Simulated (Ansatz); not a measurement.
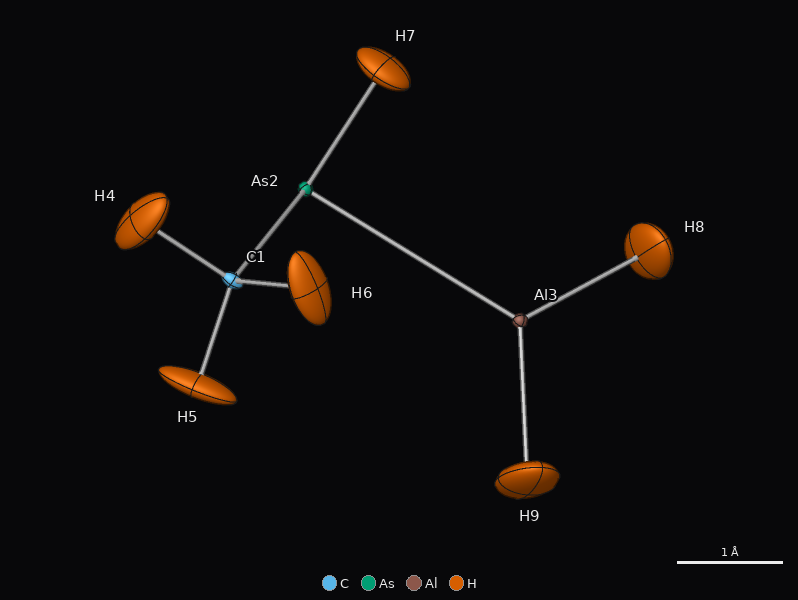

Displacement ellipsoids at the 50 % level, from the internal vibrations of the free molecule (harmonic, no overall translation or rotation; no half-axis is drawn under 0.075 Å). Vibrations computed with RKS PBE0-D4/def2-TZVP (Ansatz 0.2.0). Temperature: 0 K (zero-point motion alone).

Which atom moves most?

Answer. H9, with U_eq = 0.0406 Å².

Does H5 move more along its bond or across it?

Answer. Across it: the root-mean-square amplitude is 0.078 Å along the bond and up to 0.263 Å across, since bending and torsion are softer than stretching.

List U_eq and the three principal root-mean-square amplitudes for each kind of atom.

```json
{"atom": "C1", "U_eq (Å²)": "0.0026", "rms amplitudes (Å)": "0.026, 0.043, 0.074"}
{"atom": "As2", "U_eq (Å²)": "0.00020", "rms amplitudes (Å)": "0.007, 0.011, 0.021"}
{"atom": "Al3", "U_eq (Å²)": "0.00086", "rms amplitudes (Å)": "0.015, 0.028, 0.039"}
{"atom": "H4", "U_eq (Å²)": "0.0305", "rms amplitudes (Å)": "0.096, 0.146, 0.247"}
{"atom": "H5", "U_eq (Å²)": "0.0311", "rms amplitudes (Å)": "0.077, 0.135, 0.263"}
{"atom": "H6", "U_eq (Å²)": "0.0299", "rms amplitudes (Å)": "0.083, 0.140, 0.251"}
{"atom": "H7", "U_eq (Å²)": "0.0230", "rms amplitudes (Å)": "0.087, 0.149, 0.198"}
{"atom": "H8", "U_eq (Å²)": "0.0379", "rms amplitudes (Å)": "0.098, 0.184, 0.265"}
{"atom": "H9", "U_eq (Å²)": "0.0406", "rms amplitudes (Å)": "0.095, 0.189, 0.277"}
```
